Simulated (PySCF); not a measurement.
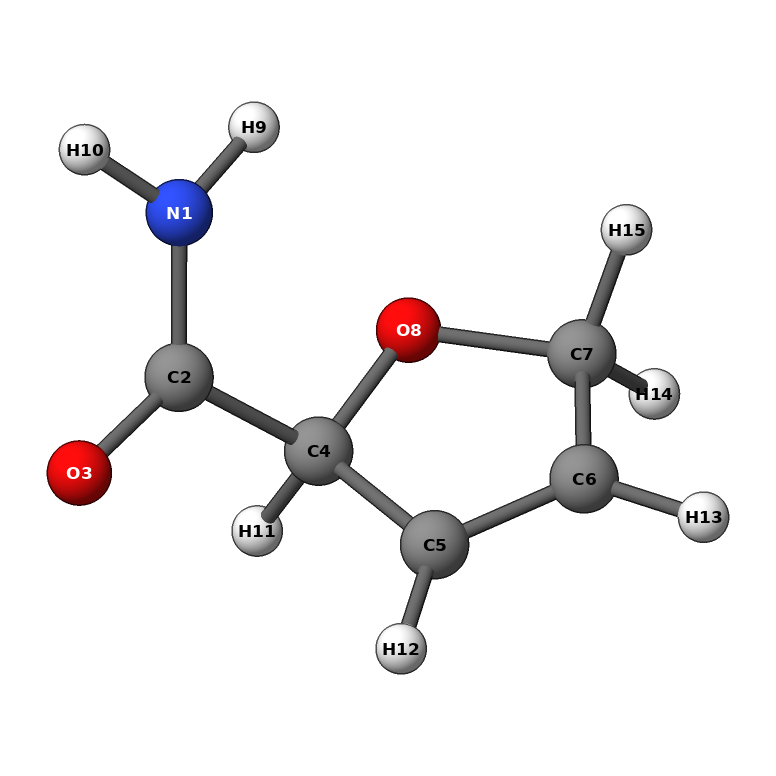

The questions are on isotropic NMR shieldings of the O atoms. Geometry: a frame of a GFN2-xTB molecular-dynamics simulation, not a minimum. Properties computed with GIAO PBE0/pcSseg-1 NMR shielding, non-relativistic, gas phase (PySCF 2.14.0).

Give the isotropic NMR shieldings of the O atoms atom by atom.

| atom | σ (ppm) |
| --- | --- |
| O3 | −92.3 |
| O8 | 293.3 |
